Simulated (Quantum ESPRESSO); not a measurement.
# K3HO (Pm-3m): modes at Γ and the response to a field

Which modes does K3HO (Pm-3m) have at the zone centre?

Program: Quantum ESPRESSO 7.5. Level of theory: DFT LDA, scalar-relativistic, plane waves, PseudoDojo norm-conserving pseudopotentials. Results are calculated unless marked as measured.

The structure was built from a prototype and need not be the compound's stable phase.

## 1. Set-up

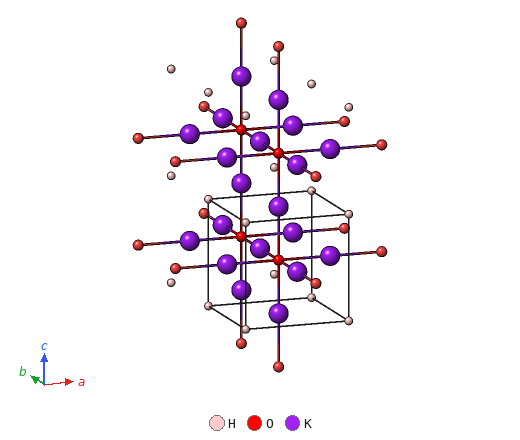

The cell as given, slightly off an axis (hydrogen pink, oxygen red, potassium purple). 1×2×2 cells are drawn. Some periodic images of atoms are drawn too.

## 2. A probe with smearing

A cheap run with smearing and empty bands tells whether the crystal has a gap, which decides between fixed occupations and smearing later on.

Contents of probe.in:

```
&CONTROL
  calculation = 'scf'
  prefix      = 'x'
  outdir      = './tmp'
  pseudo_dir  = './pseudo'
  tprnfor     = .true.
  tstress     = .true.
  verbosity   = 'high'
/
&SYSTEM
  ibrav       = 1
  celldm(1)   = 9.98153339
  nat         = 5
  ntyp        = 3
  ecutwfc     = 72.0
  occupations = 'smearing'
  smearing    = 'gaussian'
  degauss     = 0.01
/
&ELECTRONS
  conv_thr         = 1.0d-07
  mixing_beta      = 0.7
  electron_maxstep = 100
/
ATOMIC_SPECIES
 H       1.0080  H.upf
 O      15.9990  O.upf
 K      39.0983  K.upf
ATOMIC_POSITIONS crystal
 H      0.000000000   0.000000000   0.000000000
 O      0.500000000   0.500000000   0.500000000
 K      0.500000000   0.500000000   0.000000000
 K      0.500000000   0.000000000   0.500000000
 K      0.000000000   0.500000000   0.500000000
K_POINTS automatic
 4 4 4 0 0 0
```

On the command line:

```
OMP_NUM_THREADS=1 mpirun -n 4 pw.x -nk 4 -in probe.in > probe.out
```

The program printed:

```text
[banners, grids, parts of the stress and lines that vanish by symmetry left out]
Program PWSCF v.7.5
     bravais-lattice index     =            1
     lattice parameter (alat)  =       9.9815  a.u.
[...]
kinetic-energy cutoff     =      72.0000  Ry
     charge density cutoff     =     288.0000  Ry
     scf convergence threshold =      1.0E-07
[...]
Exchange-correlation= SLA  PW   NOGX NOGC
                           (   1   4   0   0   0   0   0)
[...]
48 Sym. Ops., with inversion, found
[...]
(     0          1          0      )
                  (     0          0          1      )
[...]
(  0.0000000  1.0000000  0.0000000 )
                  (  0.0000000  0.0000000  1.0000000 )
[...]
(     0         -1          0      )
                  (     0          0          1      )
[...]
( -1.0000000  0.0000000  0.0000000 )
                  (  0.0000000  1.0000000  0.0000000 )
[...]
number of k points=    10  Gaussian smearing, width (Ry)=  0.0100
[...]
End of self-consistent calculation
[...]
the Fermi energy is     2.9107 ev
!    total energy              =    -213.75833134 Ry
[...]
convergence has been achieved in  15 iterations
[...]
atom    1 type  1   force =     0.00000000    0.00000000    0.00000000
     atom    2 type  2   force =     0.00000000    0.00000000    0.00000000
     atom    3 type  3   force =     0.00000000    0.00000000    0.00000000
     atom    4 type  3   force =     0.00000000    0.00000000    0.00000000
     atom    5 type  3   force =     0.00000000    0.00000000    0.00000000
[...]
Total force =     0.000000     Total SCF correction =     0.000000
[...]
total   stress  (Ry/bohr**3)                   (kbar)     P=      -28.24
[...]
XML data file, charge density, pseudopotentials, collected wavefunctions

   JOB DONE.
```

The job ended after 17 s (4 MPI ranks of Arm Neoverse V1, shared host; 66 s of CPU time).

Read from the output:

```
volume per atom   : 29.47 Å³
pressure          : -2.824 GPa
gap on the k-mesh : 1.544 eV
```

A gap of 1.5 eV opens on this mesh, so the crystal is taken as an insulator; the start stands at -2.8 GPa.

## 3. Relaxing the cell and atoms

The harmonic expansion starts where the forces on the atoms vanish, and stress shifts the frequencies, so cell and atoms are relaxed with tight thresholds.

Contents of relax.in:

```
&CONTROL
  calculation   = 'vc-relax'
  prefix        = 'x'
  outdir        = './tmp'
  pseudo_dir    = './pseudo'
  tprnfor       = .true.
  tstress       = .true.
  forc_conv_thr = 2.0d-05
  etot_conv_thr = 1.0d-07
  nstep         = 40
/
&SYSTEM
  ibrav       = 1
  celldm(1)   = 9.98153339
  nat         = 5
  ntyp        = 3
  ecutwfc     = 72.0
  occupations = 'fixed'
  nbnd        = 19
/
&ELECTRONS
  conv_thr         = 1.0d-11
  mixing_beta      = 0.7
  electron_maxstep = 100
/
&IONS
/
&CELL
  press_conv_thr = 0.2
/
ATOMIC_SPECIES
 H       1.0080  H.upf
 O      15.9990  O.upf
 K      39.0983  K.upf
ATOMIC_POSITIONS crystal
 H      0.000000000   0.000000000   0.000000000
 O      0.500000000   0.500000000   0.500000000
 K      0.500000000   0.500000000   0.000000000
 K      0.500000000   0.000000000   0.500000000
 K      0.000000000   0.500000000   0.500000000
K_POINTS automatic
 4 4 4 0 0 0
```

On the command line:

```
OMP_NUM_THREADS=1 mpirun -n 4 pw.x -nk 4 -in relax.in > relax.out
```

The program printed:

```text
[banners, grids, parts of the stress and lines that vanish by symmetry left out]
[banner, memory and clock lines left out]
Program PWSCF v.7.5

[...]
kinetic-energy cutoff     =      72.0000  Ry
     charge density cutoff     =     288.0000  Ry
     scf convergence threshold =      1.0E-11
[...]
energy convergence thresh.=      1.0E-07
     force convergence thresh. =      2.0E-05
     press convergence thresh. =      2.0E-01
     Exchange-correlation= SLA  PW   NOGX NOGC
                           (   1   4   0   0   0   0   0)
[...]
48 Sym. Ops., with inversion, found
[...]
number of k points=    10
[...]
End of self-consistent calculation
[...]
highest occupied, lowest unoccupied level (ev):     2.2079    3.7512
!    total energy              =    -213.75833143 Ry
[...]
convergence has been achieved in  18 iterations
[...]
atom    1 type  1   force =     0.00000000    0.00000000    0.00000000
     atom    2 type  2   force =     0.00000000    0.00000000    0.00000000
     atom    3 type  3   force =     0.00000000    0.00000000    0.00000000
     atom    4 type  3   force =     0.00000000    0.00000000    0.00000000
     atom    5 type  3   force =     0.00000000    0.00000000    0.00000000
     Total force =     0.000000     Total SCF correction =     0.000000
[...]
total   stress  (Ry/bohr**3)                   (kbar)     P=      -28.32
[...]
number of bfgs steps    =   0
[...]
CELL_PARAMETERS (alat=  9.98153339)
[...]
ATOMIC_POSITIONS (crystal)
H                0.0000000000        0.0000000000        0.0000000000
O                0.5000000000        0.5000000000        0.5000000000
K                0.5000000000        0.5000000000        0.0000000000
K                0.5000000000        0.0000000000        0.5000000000
[...]
New effective cutoffs (rho, wfc):  290.46   72.69
[...]
End of self-consistent calculation
[...]
highest occupied, lowest unoccupied level (ev):     2.2979    3.8434
!    total energy              =    -213.76099402 Ry
[...]
convergence has been achieved in   9 iterations
[...]
atom    1 type  1   force =     0.00000000    0.00000000    0.00000000
     atom    2 type  2   force =     0.00000000    0.00000000    0.00000000
     atom    3 type  3   force =     0.00000000    0.00000000    0.00000000
     atom    4 type  3   force =     0.00000000    0.00000000    0.00000000
     atom    5 type  3   force =     0.00000000    0.00000000    0.00000000
     Total force =     0.000000     Total SCF correction =     0.000000
[...]
total   stress  (Ry/bohr**3)                   (kbar)     P=      -26.49
[...]
number of bfgs steps    =   1
[...]
WARNING: bfgs curvature condition failed, Theta= 0.863
[...]
CELL_PARAMETERS (alat=  9.98153339)
[...]
ATOMIC_POSITIONS (crystal)
[...]
New effective cutoffs (rho, wfc):  294.72   73.76
[...]
End of self-consistent calculation
[...]
highest occupied, lowest unoccupied level (ev):     2.4375    3.9850
!    total energy              =    -213.76459671 Ry
[...]
convergence has been achieved in  12 iterations
[...]
atom    1 type  1   force =     0.00000000    0.00000000    0.00000000
     atom    2 type  2   force =     0.00000000    0.00000000    0.00000000
     atom    3 type  3   force =     0.00000000    0.00000000    0.00000000
[...]
New effective cutoffs (rho, wfc):  321.64   80.49
[...]
highest occupied, lowest unoccupied level (ev):     3.3751    4.8956
!    total energy              =    -213.77452812 Ry
[...]
convergence has been achieved in  13 iterations
[...]
Total force =     0.000000     Total SCF correction =     0.000000
[...]
total   stress  (Ry/bohr**3)                   (kbar)     P=        1.57
[...]
number of bfgs steps    =   5
[...]
New effective cutoffs (rho, wfc):  320.18   80.13
[...]
highest occupied, lowest unoccupied level (ev):     3.3218    4.8455
!    total energy              =    -213.77455669 Ry
[...]
convergence has been achieved in  10 iterations
[...]
Total force =     0.000000     Total SCF correction =     0.000000
[...]
total   stress  (Ry/bohr**3)                   (kbar)     P=       -0.10
[...]
number of bfgs steps    =   6
[...]
New effective cutoffs (rho, wfc):  320.27   80.15
[...]
highest occupied, lowest unoccupied level (ev):     3.3251    4.8486
!    total energy              =    -213.77455682 Ry
[...]
convergence has been achieved in   7 iterations
[...]
Total force =     0.000000     Total SCF correction =     0.000000
[...]
total   stress  (Ry/bohr**3)                   (kbar)     P=       -0.00
[...]
number of bfgs steps    =   7
[...]
small trust_radius: resetting bfgs history
[...]
CELL_PARAMETERS (alat=  9.98153339)
[...]
ATOMIC_POSITIONS (crystal)
[...]
New effective cutoffs (rho, wfc):  320.27   80.15
[...]
End of self-consistent calculation
[...]
highest occupied, lowest unoccupied level (ev):     3.3251    4.8486
!    total energy              =    -213.77455682 Ry
[...]
convergence has been achieved in   3 iterations
[...]
atom    3 type  3   force =     0.00000000    0.00000000    0.00000000
     atom    4 type  3   force =     0.00000000    0.00000000    0.00000000
     atom    5 type  3   force =     0.00000000    0.00000000    0.00000000
     Total force =     0.000000     Total SCF correction =     0.000000
[...]
total   stress  (Ry/bohr**3)                   (kbar)     P=       -0.00
[...]
bfgs converged in   9 scf cycles and   8 bfgs steps
[...]
End of BFGS Geometry Optimization
     Final enthalpy           =    -213.7745568203 Ry
     File ./tmp/x.bfgs deleted, as requested
[...]
CELL_PARAMETERS (alat=  9.98153339)
[...]
ATOMIC_POSITIONS (crystal)
[...]
K                0.5000000000        0.0000000000        0.5000000000
K                0.0000000000        0.5000000000        0.5000000000
[...]
Final scf calculation at the relaxed structure.
[...]
kinetic-energy cutoff     =      72.0000  Ry
     charge density cutoff     =     288.0000  Ry
     scf convergence threshold =      1.0E-13
[...]
press convergence thresh. =      2.0E-01
     Exchange-correlation= SLA  PW   NOGX NOGC
                           (   1   4   0   0   0   0   0)
[...]
48 Sym. Ops., with inversion, found
[...]
number of k points=    10
[...]
End of self-consistent calculation
[...]
highest occupied, lowest unoccupied level (ev):     3.3248    4.8486
!    total energy              =    -213.77387533 Ry
[...]
convergence has been achieved in  20 iterations
[...]
atom    1 type  1   force =     0.00000000    0.00000000    0.00000000
     atom    2 type  2   force =     0.00000000    0.00000000    0.00000000
     atom    3 type  3   force =     0.00000000    0.00000000    0.00000000
     atom    4 type  3   force =     0.00000000    0.00000000    0.00000000
     atom    5 type  3   force =     0.00000000    0.00000000    0.00000000
     Total force =     0.000000     Total SCF correction =     0.000000
[...]
total   stress  (Ry/bohr**3)                   (kbar)     P=       -1.38
[...]
XML data file, charge density, pseudopotentials, collected wavefunctions
```

The job ended after 2 min (4 MPI ranks; 8.1 min of CPU time).

Relaxation path:

```tsv
step	energy less that of the first step (eV)	largest force (eV/Å)	pressure (GPa)	volume (Å³)
1	0.0000	0.0000	-2.83	147.37
2	-0.0362	0.0000	-2.65	145.25
3	-0.0852	0.0000	-2.35	142.11
4	-0.1460	0.0000	-1.84	137.49
5	-0.2050	0.0000	-0.92	130.75
6	-0.2204	0.0000	0.16	124.65
7	-0.2208	0.0000	-0.01	125.51
8	-0.2208	0.0000	0.00	125.45
9	-0.2208	0.0000	0.00	125.45
10	-0.2115	0.0000	-0.14	125.45
```

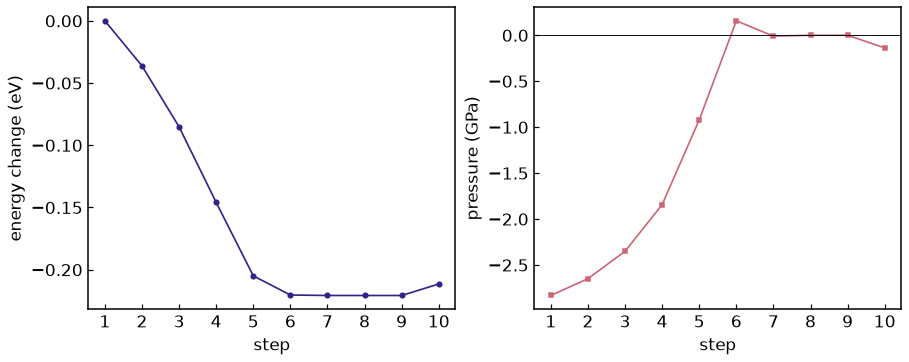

Energy and pressure along the relaxation.

```tsv
conventional cell, symmetrised	before	after	change
a (Å)	5.282	5.006	-5.2 %
b (Å)	5.282	5.006	-5.2 %
c (Å)	5.282	5.006	-5.2 %
volume (Å³/atom)	29.47	25.09	-14.9 %
```

Final coordinates:

```cif
data_structure
_symmetry_space_group_name_H-M 'P 1'
_symmetry_Int_Tables_number 1
_cell_length_a 5.0060
_cell_length_b 5.0060
_cell_length_c 5.0060
_cell_angle_alpha 90.000
_cell_angle_beta 90.000
_cell_angle_gamma 90.000
_cell_volume 125.45
loop_
_atom_site_label
_atom_site_type_symbol
_atom_site_fract_x
_atom_site_fract_y
_atom_site_fract_z
_atom_site_occupancy
H1 H 0.00000 0.00000 0.00000 1
O2 O 0.50000 0.50000 0.50000 1
K3 K 0.50000 0.50000 0.00000 1
K4 K 0.50000 0.00000 0.50000 1
K5 K 0.00000 0.50000 0.50000 1
```

The last row of the table of steps is pw.x's closing run on a basis chosen anew for the final cell, so its energy can jump.

Read from the output:

```
volume per atom   : 25.09 Å³
pressure          : -0.1380 GPa
gap on the k-mesh : 1.524 eV
```

The volume changes by -14.9 % from the cell with which this run began.

(Part 1 of 6 ends here.)

[Host names and launcher messages were left out of these logs when they were recorded.]

[Logs are printed without paths, hosts, clocks, repeated set-up lines and the standing remarks that a program may print on its own settings, such as how far it seeks lower states.]

[Hosts, paths, dates, database ids (printed as entryN), source tags and the programs' standing remarks are cut or masked in the printed files.]
